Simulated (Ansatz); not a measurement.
**Pressure series in Al2Cu**

Start from Al2Cu (space group I4/mcm, No. 140; a = 6.059 Å, c = 4.874 Å).

Cell and atoms are relaxed at each pressure.

Calculations: DFT with PBE, PAW potentials and a 420 eV plane-wave cutoff in Ansatz (a program for electronic structure), no SOC, earlier PAW set.

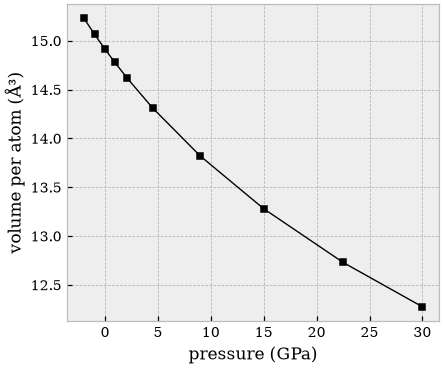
*Volume per atom against pressure*

Task: From the plot, what is the volume per atom for pressure −1 GPa?

Result: About 15.1 Å³.

Task: Is the trend monotonic over the range shown?

Result: Yes, it falls throughout, spanning 12.28 Å³ to 15.23 Å³.

Load acts through the strain it causes; cell and atoms are relaxed under it. No phonon test of stability was made. Competing high-pressure phases were not computed. The final runs are not spin-polarised.
